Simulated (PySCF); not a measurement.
**Two runs on C₄H₇NSi**

System: C₄H₇NSi.
Method of run A: TDDFT HF/def2-SVPD, vertical, gas phase, core orbitals frozen in the response (PySCF 2.14.0).

The geometry comes from this level: PBE0-D3(BJ)/def2-SVP. Text and figures count atoms from 1; the logs count them from 0 in places.

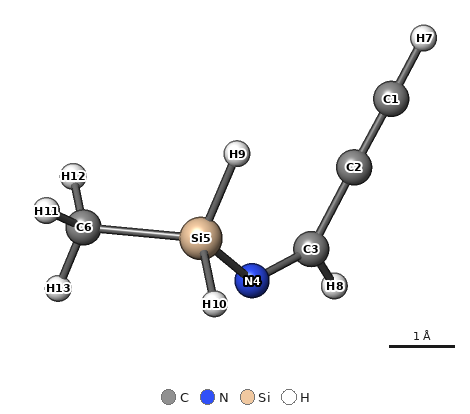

Figure 1. The input geometry (ball-and-stick view, seen at a tilt; atoms are numbered from 1 in the order of the input).

## Input, run A
```
{"job": {"kind": "uv", "xc": "HF", "basis": "def2-SVPD", "ip": true}, "charge": 0, "multiplicity": 1}
C      2.524979     1.420634     0.412887
C      1.899922     0.425976     0.108626
C      1.184430    -0.765249    -0.276516
N      0.015397    -1.099167     0.082386
Si    -1.136663    -0.267472     1.119413
C     -2.656905     0.083960     0.086789
H      3.066632     2.306111     0.692621
H      1.751154    -1.428221    -0.959232
H     -0.612113     0.999824     1.726159
H     -1.452823    -1.226636     2.219274
H     -3.473337     0.466419     0.718866
H     -2.438706     0.836994    -0.685719
H     -3.001093    -0.834293    -0.411899
```

The first line tells a small driver script what to run in PySCF; the rest is the geometry in Å.

Launched with:
```bash
OMP_NUM_THREADS=1 python <driver script> task.json out
```

Hardware: 1 CPU thread, shared host.

## Output (run A)
```
final grid: 105360 points
cycle   1  E = -498.5270493460  dE =  8.061e-01  |g| = 5.187e-01  |ddm| = 5.621e+00
cycle   2  E = -498.6045320466  dE = -7.748e-02  |g| = 2.799e-01  |ddm| = 1.870e+00
cycle   3  E = -498.6218957719  dE = -1.736e-02  |g| = 9.346e-02  |ddm| = 7.535e-01
cycle   4  E = -498.6248296461  dE = -2.934e-03  |g| = 2.451e-02  |ddm| = 3.217e-01
cycle   5  E = -498.6250556472  dE = -2.260e-04  |g| = 8.727e-03  |ddm| = 9.978e-02
cycle   6  E = -498.6250977418  dE = -4.209e-05  |g| = 4.274e-03  |ddm| = 3.412e-02
cycle   7  E = -498.6251126659  dE = -1.492e-05  |g| = 2.103e-03  |ddm| = 1.792e-02
cycle   8  E = -498.6251162340  dE = -3.568e-06  |g| = 6.851e-04  |ddm| = 1.017e-02
cycle   9  E = -498.6251168358  dE = -6.017e-07  |g| = 2.923e-04  |ddm| = 2.934e-03
cycle  10  E = -498.6251169838  dE = -1.480e-07  |g| = 1.324e-04  |ddm| = 1.281e-03
cycle  11  E = -498.6251170180  dE = -3.420e-08  |g| = 4.977e-05  |ddm| = 5.880e-04
cycle  12  E = -498.6251170226  dE = -4.595e-09  |g| = 1.866e-05  |ddm| = 2.495e-04
cycle  13  E = -498.6251170228  dE = -2.610e-10  |g| = 6.807e-06  |ddm| = 9.284e-05
converged SCF energy = -498.6251170228

Static polarisability (au): isotropic 78.630, principal 60.543 70.845 104.501

Singlet excitations
state   eV       nm        f      main configurations
  1   4.3254    286.6   0.00128   H-1->L 0.75
  2   5.2214    237.5   0.00001   H-2->L 0.69
  3   5.7390    216.0   0.15995   H->L 0.62
  4   6.3079    196.6   0.00012   H->L+5 0.19, H->L+8 0.14, H->L+3 0.11
  5   7.7309    160.4   0.59767   H->L 0.21, H-5->L 0.20, H-3->L 0.09
  6   8.3676    148.2   0.04038   H->L+1 0.75
  7   8.4748    146.3   0.01122   H-1->L+3 0.39, H-1->L+1 0.34, H-1->L+5 0.14
  8   8.7345    141.9   0.11304   H-2->L+1 0.75, H-2->L+2 0.10
  9   9.0677    136.7   0.02522   H-4->L 0.35
 10   9.2384    134.2   0.01822   H-1->L+2 0.20, H-1->L+1 0.09

Triplet excitations (Tamm-Dancoff, eV): 3.3158 3.6646 4.7893 4.9187
Vertical ionisation energy (delta-SCF) = 7.9384 eV
```

Run B used a changed input.

## The two runs side by side

| quantity | run A | run B |
| --- | --- | --- |
| outcome | converged | converged |
| total energy (hartree) | −498.625117 | −500.490150 |
| HOMO (eV) | −10.59 | −9.21 |
| LUMO (eV) | 2.00 | −0.04 |
| dipole moment (D) | 1.80 | 1.63 |
| lowest excitation (eV) | 4.33 | 3.75 |
| SCF iterations | 13 | 15 |
| strongest computed line (eV) | 7.73 | 8.03 |
| basis functions | 180 | 180 |
| wall time (shared host) | 30 s | 2 min |

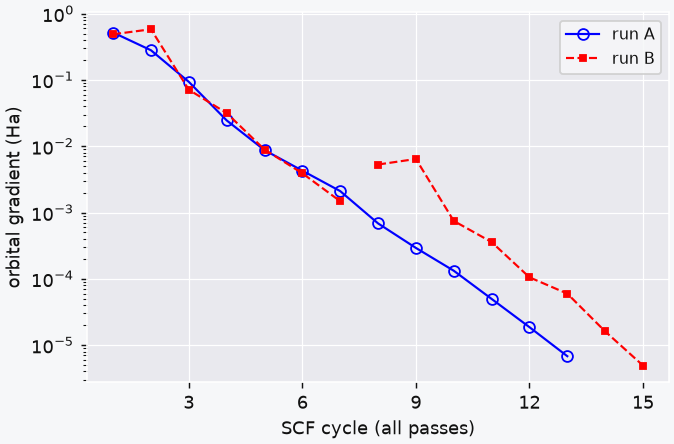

Figure 2. Convergence of the two runs: orbital gradient against the SCF cycle. A break in a curve parts two SCF passes (coarse and final grid). Run A takes 13 cycles in all, and run B takes 15.

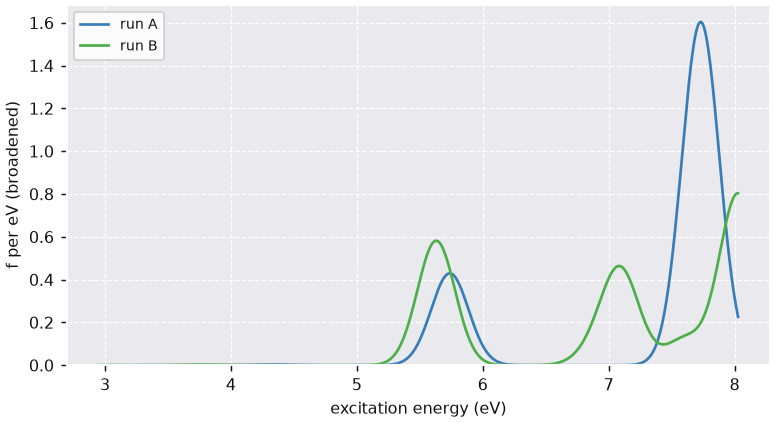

Figure 3. Absorption of the two runs from their computed states, each broadened by a Gaussian of 0.35 eV full width; the range ends where the shorter list of states ends.

Which change of the input explains these differences?

The change (lines with − go, lines with + come):
```diff
-"xc": "HF"
+"xc": "wB97X-D"
```

The total energies belong to different methods, so their difference says nothing on which is more stable or more accurate. The HOMO goes from −10.59 to −9.21 eV. The LUMO goes from 2.00 to −0.04 eV. The dipole moment goes from 1.80 to 1.63 D. The lowest excitation goes from 4.33 to 3.75 eV. The strongest computed line goes from 7.73 to 8.03 eV. The method changes from HF to wB97X-D. The SCF takes 15 iterations against 13.

## Output (run B)
```
coarse grid: 11376 points
cycle   1  E = -500.3545491880  dE =  5.641e-01  |g| = 4.878e-01  |ddm| = 6.709e+00
cycle   2  E = -500.3450070622  dE =  9.542e-03  |g| = 5.803e-01  |ddm| = 2.206e+00
cycle   3  E = -500.4165457745  dE = -7.154e-02  |g| = 7.111e-02  |ddm| = 9.854e-01
cycle   4  E = -500.4178112046  dE = -1.265e-03  |g| = 3.159e-02  |ddm| = 2.178e-01
cycle   5  E = -500.4180728299  dE = -2.616e-04  |g| = 8.899e-03  |ddm| = 1.050e-01
cycle   6  E = -500.4180928695  dE = -2.004e-05  |g| = 3.905e-03  |ddm| = 2.352e-02
cycle   7  E = -500.4180978926  dE = -5.023e-06  |g| = 1.480e-03  |ddm| = 1.208e-02
final grid: 105360 points
cycle   8  E = -500.4901425888  dE = -8.898e-05  |g| = 5.292e-03  |ddm| = 1.555e-01
cycle   9  E = -500.4901407510  dE =  1.838e-06  |g| = 6.419e-03  |ddm| = 1.755e-02
cycle  10  E = -500.4901496401  dE = -8.889e-06  |g| = 7.466e-04  |ddm| = 1.060e-02
cycle  11  E = -500.4901497793  dE = -1.393e-07  |g| = 3.581e-04  |ddm| = 1.994e-03
cycle  12  E = -500.4901498186  dE = -3.925e-08  |g| = 1.053e-04  |ddm| = 9.917e-04
cycle  13  E = -500.4901498230  dE = -4.445e-09  |g| = 5.977e-05  |ddm| = 3.752e-04
cycle  14  E = -500.4901498250  dE = -1.917e-09  |g| = 1.611e-05  |ddm| = 1.905e-04
cycle  15  E = -500.4901498254  dE = -4.222e-10  |g| = 4.923e-06  |ddm| = 1.061e-04
converged SCF energy = -500.4901498254

Static polarisability (au): isotropic 83.146, principal 63.764 75.470 110.204

Singlet excitations
state   eV       nm        f      main configurations
  1   3.7491    330.7   0.00122   H->L 0.96
  2   5.0897    243.6   0.00001   H-2->L 0.94
  3   5.6309    220.2   0.21674   H-1->L 0.80
  4   6.6604    186.2   0.00006   H-1->L+1 0.58, H-1->L+2 0.14, H-1->L+3 0.08
  5   6.8551    180.9   0.01147   H->L+1 0.87
  6   6.9442    178.5   0.01568   H-3->L 0.52, H-4->L 0.39
  7   7.0966    174.7   0.15959   H-4->L 0.46, H-3->L 0.30, H-1->L 0.09
  8   7.5984    163.2   0.04324   H->L+2 0.63, H->L+3 0.12, H->L+7 0.10
  9   7.7458    160.1   0.00425   H->L+3 0.54, H->L+4 0.11, H->L+5 0.10
 10   8.0278    154.4   0.29797   H->L+5 0.32, H-2->L+1 0.10

Triplet excitations (Tamm-Dancoff, eV): 3.2043 3.8228 4.8119 5.5737
Vertical ionisation energy (delta-SCF) = 9.2188 eV
Vertical electron affinity (delta-SCF) = -0.0767 eV
```
